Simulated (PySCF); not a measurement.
Input

```
{"job": {"kind": "uv", "xc": "PBE0", "basis": "def2-SVPD", "ip": true}, "charge": 0, "multiplicity": 1}
C     -2.003618    -1.034126    -0.053281
O     -2.004200     0.346984    -0.376038
C     -3.002270     1.108540     0.279816
Al    -0.495713     1.125047    -1.444284
C      1.021029     0.316957    -0.461765
C      1.758502    -0.754075    -0.999138
C      2.793948    -1.366758    -0.291370
C      3.120697    -0.917792     0.987531
C      2.411973     0.144708     1.548384
C      1.380863     0.748871     0.828342
H     -1.190274    -1.506015    -0.617731
H     -2.968544    -1.484808    -0.334454
H     -1.818010    -1.171677     1.023779
H     -4.002042     0.737564     0.002373
H     -2.882780     2.148044    -0.047000
H     -2.871782     1.044852     1.372512
H     -0.844844     2.665982    -1.165733
H     -0.769829     0.486267    -2.889761
H      1.519342    -1.121570    -2.003585
H      3.349702    -2.196120    -0.737954
H      3.931008    -1.393652     1.546356
H      2.668708     0.505417     2.548554
H      0.846958     1.588930     1.287891
```

Run with:

```sh
OMP_NUM_THREADS=1 python probes_run.py task.json out
```

Geometry: PBE0-D3(BJ)/def2-SVP.

Computed with PBE0/def2-SVPD, SCF density, gas phase (PySCF 2.14.0).

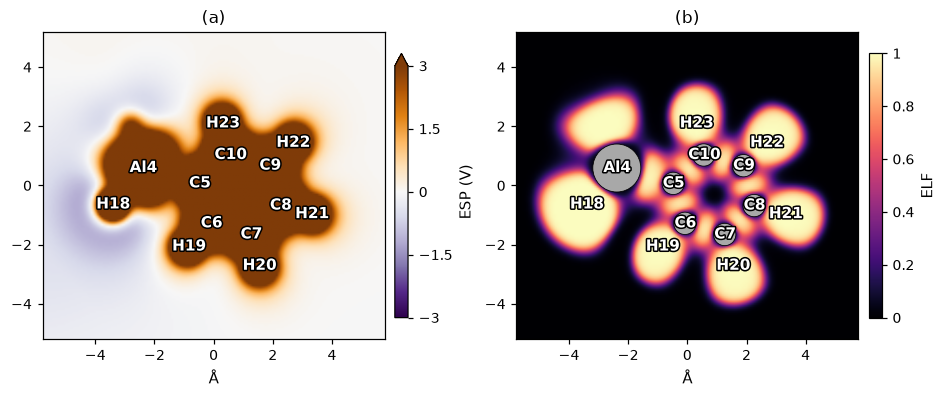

C$_{8}$H$_{13}$AlO (SMILES C[O+](C)[AlH2-][c]1ccccc1). (a) electrostatic potential; (b) electron localisation function on the plane of atoms C5, C10 and C9. Grey discs cover the atomic cores in the ELF map.

Question: Read the bonding off the picture.

Answer:
- The plane passes through Al, C and H nuclei.
- C–C (1.39 Å): the ELF peaks at about 0.95 between the atoms, as expected for a covalent bond.
- C–Al (1.98 Å): the ELF peaks at about 1 between the atoms, as expected for a shared but strongly polarised pair.
- C–H (1.09 Å): the ELF climbs to about 1 towards the hydrogen, as it does in any bond to H; an ordinary covalent bond to hydrogen.
- Al–H (1.60 Å): the ELF climbs to about 1 towards the hydrogen.
- Outside the dense part of the molecule the potential is most negative (−1.2 V) near H18.
